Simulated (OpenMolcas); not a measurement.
SBe: relativistic diatomic calculation (part 2 of 2)

The same run, continued: SBe. Method: SA-CASSCF(6,7)/XMS-CASPT2 + RASSI spin-orbit (X2C scalar, AMFI), ANO-RCC-VTZP (OpenMolcas).

## Output (extracts), continued
```
++ Dipole transition strengths (spin-free states):
     for osc. strength at least  1.00000000E-05
      From   To        Osc. strength     Einstein coefficients Ax, Ay, Az (sec-1)    Total A (sec-1)
         1   12       1.11636110E-02  4.86974288E+01  3.03628626E+05  0.00000000E+00  3.03677324E+05
         1   13       1.11636109E-02  3.03628626E+05  4.86974288E+01  0.00000000E+00  3.03677323E+05
         1    2       3.68855524E-02  0.00000000E+00  0.00000000E+00  1.53504607E+07  1.53504607E+07
         8   14       1.60036887E-03  1.95448508E+05  1.52016652E+00  0.00000000E+00  1.95450028E+05
         8   15       4.11155744E-02  1.85784588E+07  1.50704782E+02  0.00000000E+00  1.85786095E+07
         8   16       4.09656487E-02  2.36779386E+02  2.10883521E+07  0.00000000E+00  2.10885889E+07
         8   17       4.10003568E-02  2.11446233E+07  2.37445304E+02  0.00000000E+00  2.11448607E+07
         8   18       1.46815692E-02  6.22953417E+01  7.63187031E+06  0.00000000E+00  7.63193261E+06
         8   19       3.73269248E-02  2.30752220E+02  2.88582585E+07  0.00000000E+00  2.88584892E+07
         8   10       1.49798028E-02  0.00000000E+00  0.00000000E+00  1.97630242E+07  1.97630242E+07
         9   14       1.60036795E-03  1.52016600E+00  1.95448395E+05  0.00000000E+00  1.95449915E+05
         9   15       4.11156934E-02  1.50704470E+02  1.85785126E+07  0.00000000E+00  1.85786633E+07
         9   16       4.09604686E-02  2.10856854E+07  2.36804716E+02  0.00000000E+00  2.10859222E+07
         9   17       4.10002809E-02  2.37432047E+02  2.11445841E+07  0.00000000E+00  2.11448216E+07
         9   18       1.46868854E-02  7.63463382E+06  6.22808061E+01  0.00000000E+00  7.63469610E+06
         9   19       3.73267302E-02  2.88581080E+07  2.30753219E+02  0.00000000E+00  2.88583388E+07
         9   11       1.49798018E-02  0.00000000E+00  0.00000000E+00  1.97630229E+07  1.97630229E+07
        12    2       2.25737628E-02  8.35173210E+02  5.20398781E+06  0.00000000E+00  5.20482298E+06
        12    3       3.39252392E-02  1.63388473E+07  2.41968684E+03  0.00000000E+00  1.63412670E+07
        12    4       3.36544424E-02  2.39474470E+03  1.62459995E+07  0.00000000E+00  1.62483942E+07
        12    5       4.27078544E-02  2.09033343E+07  3.35399728E+03  0.00000000E+00  2.09066883E+07
        12    6       1.13975100E-02  1.25575733E+07  2.09260907E+04  0.00000000E+00  1.25784994E+07
        12    7       1.18648417E-02  1.94934313E+04  1.30777035E+07  0.00000000E+00  1.30971969E+07
        13    2       2.25737625E-02  5.20398773E+06  8.35173199E+02  0.00000000E+00  5.20482290E+06
        13    3       3.39252133E-02  2.41968885E+03  1.63388348E+07  0.00000000E+00  1.63412545E+07
        13    4       3.36544429E-02  1.62459997E+07  2.39474369E+03  0.00000000E+00  1.62483944E+07
        13    5       4.27078808E-02  3.35399632E+03  2.09033472E+07  0.00000000E+00  2.09067012E+07
        13    6       1.13975102E-02  2.09260903E+04  1.25575735E+07  0.00000000E+00  1.25784996E+07
        13    7       1.18648414E-02  1.30777032E+07  1.94934314E+04  0.00000000E+00  1.30971967E+07
        14   15       3.59404486E-05  0.00000000E+00  0.00000000E+00  3.74358020E+03  3.74358020E+03
        14   11       4.91261797E-04  1.24469851E+00  3.13734207E+05  0.00000000E+00  3.13735451E+05
        14   10       4.91261367E-04  3.13733932E+05  1.24470116E+00  0.00000000E+00  3.13735177E+05
        15   11       9.37103402E-03  8.74451736E+00  2.12685905E+06  0.00000000E+00  2.12686779E+06
        15   10       9.37104796E-03  2.12686221E+06  8.74449868E+00  0.00000000E+00  2.12687096E+06
        16   11       2.26661995E-03  4.21295044E+05  1.00482546E+00  0.00000000E+00  4.21296049E+05
        16   10       2.26668118E-03  1.00478982E+00  4.21306426E+05  0.00000000E+00  4.21307431E+05
        17   11       2.26323499E-03  1.00027250E+00  4.19393589E+05  0.00000000E+00  4.19394590E+05
        17   10       2.26322340E-03  4.19391443E+05  1.00025098E+00  0.00000000E+00  4.19392443E+05
        18   19       4.74036513E-02  0.00000000E+00  0.00000000E+00  1.18764265E+06  1.18764265E+06
        18   11       5.19044293E-05  9.49112433E+03  5.36600708E-02  0.00000000E+00  9.49117799E+03
        18   10       5.18306452E-05  5.37581613E-02  9.47763216E+03  0.00000000E+00  9.47768592E+03
         3    6       1.57464840E-02  0.00000000E+00  0.00000000E+00  2.00122561E+06  2.00122561E+06
         3    7       4.07713391E-05  0.00000000E+00  0.00000000E+00  5.18507328E+03  5.18507328E+03
         4    6       4.52173485E-05  0.00000000E+00  0.00000000E+00  5.72080550E+03  5.72080550E+03
         4    7       1.72518595E-02  0.00000000E+00  0.00000000E+00  2.18411811E+06  2.18411811E+06
        19   11       1.55745040E-03  1.12979772E+05  4.83499726E-01  0.00000000E+00  1.12980255E+05
        19   10       1.55745436E-03  4.83498192E-01  1.12980059E+05  0.00000000E+00  1.12980543E+05
 Electric-quadrupole - electric-quadrupole not included
 Electric-dipole - electric-octupole not included
 Electric-dipole - magnetic-quadrupole not included
   Eigenvalues of complex Hamiltonian:
  (Shifted by EMIN (a.u.) =       -413.4403873368)
 SO State       Relative EMIN(au)   Rel lowest level(eV)    D:o, cm**(-1)      Omega
     1            -0.0000239072        0.0000000000              0.0000         0.0
     2             0.0197257645        0.5374159430           4334.5519         2.0
     3             0.0197257680        0.5374160392           4334.5527         2.0
     4             0.0203885304        0.5554507222           4480.0122         1.0
     5             0.0203885304        0.5554507222           4480.0122         1.0
     6             0.0211580252        0.5763897427           4648.8968         0.0
     7             0.0211840761        0.5770986228           4654.6143         0.0
     8             0.0291415375        0.7936321787           6401.0752         1.0
     9             0.0291415375        0.7936321787           6401.0752         1.0
    10             0.0821160651        2.2351425120          18027.6401         1.0
    11             0.0821160651        2.2351425120          18027.6401         1.0
    12             0.0821160926        2.2351432583          18027.6462         0.0
    13             0.1138139186        3.0976850455          24984.5148         0.0
    14             0.1389894941        3.7827473559          30509.9150         1.0
    15             0.1389894941        3.7827473559          30509.9150         1.0
    16             0.1390140578        3.7834157676          30515.3061         0.0
    17             0.1464641668        3.9861435597          32150.4160         3.0
    18             0.1464641668        3.9861435597          32150.4160         3.0
    19             0.1468901036        3.9977338915          32243.8984         2.0
    20             0.1469970783        4.0006448210          32267.3766         2.0
    21             0.1476494142        4.0183957859          32410.5478         0.0
    22             0.1476869765        4.0194179078          32418.7917         1.0
    23             0.1476869777        4.0194179404          32418.7920         1.0
    24             0.1477027291        4.0198465567          32422.2490         1.0
    25             0.1477027303        4.0198465894          32422.2493         1.0
    26             0.1516807539        4.1280941270          33295.3246         2.0
    27             0.1518143935        4.1317306455          33324.6551         2.0
    28             0.1525529271        4.1518271691          33486.7445         0.0
    29             0.1755707053        4.7781728233          38538.5628         0.0
    30             0.1755774956        4.7783575949          38540.0531         1.0
    31             0.1755774956        4.7783575950          38540.0531         1.0
    32             0.2074076683        5.6445007179          45525.9685         1.0
    33             0.2074076683        5.6445007179          45525.9685         1.0
    34             0.2074303236        5.6451172014          45530.9408         0.0
    35             0.2074317781        5.6451567790          45531.2600         0.0
    36             0.2074565760        5.6458315653          45536.7026         1.0
    37             0.2074565783        5.6458316289          45536.7031         1.0
    38             0.2074842163        5.6465836974          45542.7689         2.0
    39             0.2074842200        5.6465837965          45542.7697         2.0
    40             0.2075139838        5.6473937104          45549.3021         3.0
    41             0.2075139838        5.6473937104          45549.3021         3.0
    42             0.2144209638        5.8353422108          47065.2090         2.0
    43             0.2144416296        5.8359045575          47069.7446         2.0
    44             0.2228759723        6.0654147147          48920.8689         0.0
    45             0.2228771990        6.0654480944          48921.1381         0.0
    46             0.2230900392        6.0712397724          48967.8511         1.0
    47             0.2230900392        6.0712397723          48967.8511         1.0
    48             0.2233142204        6.0773400530          49017.0532         2.0
    49             0.2233143958        6.0773448257          49017.0917         2.0
 Weights of the five most important spin-orbit-free states for each spin-orbit state.
 SO State  Total energy (au)           Spin-free states, spin, and weights
    1        -0.000024       1 0.0  0.9990    8 1.0  0.0005    9 1.0  0.0005   18 1.0  0.0000   19 1.0  0.0000
    2         0.019726       8 1.0  0.5000    9 1.0  0.5000    4 0.0  0.0000    7 0.0  0.0000   20 2.0  0.0000
    3         0.019726       8 1.0  0.5000    9 1.0  0.5000    6 0.0  0.0000    3 0.0  0.0000   20 2.0  0.0000
    4         0.020389       9 1.0  0.9938   13 0.0  0.0061   14 1.0  0.0001   18 1.0  0.0000   20 2.0  0.0000
    5         0.020389       8 1.0  0.9938   12 0.0  0.0061   14 1.0  0.0001   18 1.0  0.0000   21 2.0  0.0000
    6         0.021158       9 1.0  0.4999    8 1.0  0.4999   14 1.0  0.0002   15 1.0  0.0000   20 2.0  0.0000
    7         0.021184       9 1.0  0.4995    8 1.0  0.4995    1 0.0  0.0010    2 0.0  0.0001   18 1.0  0.0000
    8         0.029142      13 0.0  0.9938    9 1.0  0.0061   14 1.0  0.0002   18 1.0  0.0000   15 1.0  0.0000
    9         0.029142      12 0.0  0.9938    8 1.0  0.0061   14 1.0  0.0002   18 1.0  0.0000   15 1.0  0.0000
   10         0.082116      14 1.0  0.9997   13 0.0  0.0001   12 0.0  0.0001    8 1.0  0.0001    9 1.0  0.0001
   11         0.082116      14 1.0  0.9997   13 0.0  0.0001   12 0.0  0.0001    8 1.0  0.0001    9 1.0  0.0001
   12         0.082116      14 1.0  0.9998    8 1.0  0.0001    9 1.0  0.0001    5 0.0  0.0000   10 1.0  0.0000
   13         0.113814       2 0.0  0.9999   18 1.0  0.0001    9 1.0  0.0000    8 1.0  0.0000   19 1.0  0.0000
   14         0.138989      15 1.0  0.9950   18 1.0  0.0048   19 1.0  0.0002   20 2.0  0.0000   21 2.0  0.0000
   15         0.138989      15 1.0  0.9950   18 1.0  0.0048   19 1.0  0.0002   20 2.0  0.0000   21 2.0  0.0000
   16         0.139014      15 1.0  0.9982    5 0.0  0.0018   20 2.0  0.0000   21 2.0  0.0000   11 1.0  0.0000
   17         0.146464      16 1.0  0.5464   17 1.0  0.4535   20 2.0  0.0000   21 2.0  0.0000   13 0.0  0.0000
   18         0.146464      16 1.0  0.5464   17 1.0  0.4535   20 2.0  0.0000   21 2.0  0.0000   13 0.0  0.0000
   19         0.146890      16 1.0  0.9725    4 0.0  0.0275   20 2.0  0.0000   21 2.0  0.0000    7 0.0  0.0000
   20         0.146997      17 1.0  0.9693    3 0.0  0.0306   21 2.0  0.0000   20 2.0  0.0000    6 0.0  0.0000
   21         0.147649      18 1.0  0.9999    2 0.0  0.0001    1 0.0  0.0000   21 2.0  0.0000   20 2.0  0.0000
   22         0.147687      18 1.0  0.9950   15 1.0  0.0048   17 1.0  0.0001   16 1.0  0.0001   20 2.0  0.0000
   23         0.147687      18 1.0  0.9950   15 1.0  0.0048   17 1.0  0.0001   16
```

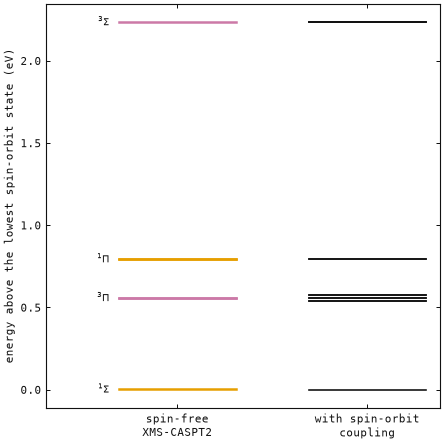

Fig. 1: States up to 2.5 eV at 1.919 Å, without spin-orbit coupling (left, a colour for each spin multiplicity) and with it (right, where close levels merge). The spin-free states run ¹Σ (0.00 eV), ³Π (0.56 eV), ¹Π (0.79 eV), ³Σ (2.23 eV) from the lowest. The lowest spin-orbit levels have |Ω| = 0 (0 cm⁻¹), 2 (4,335 cm⁻¹), 1 (4,480 cm⁻¹), 0 (4,649 cm⁻¹), 0 (4,655 cm⁻¹).

Outcome of the run: converged; components of a degenerate state are split by 31 cm⁻¹.
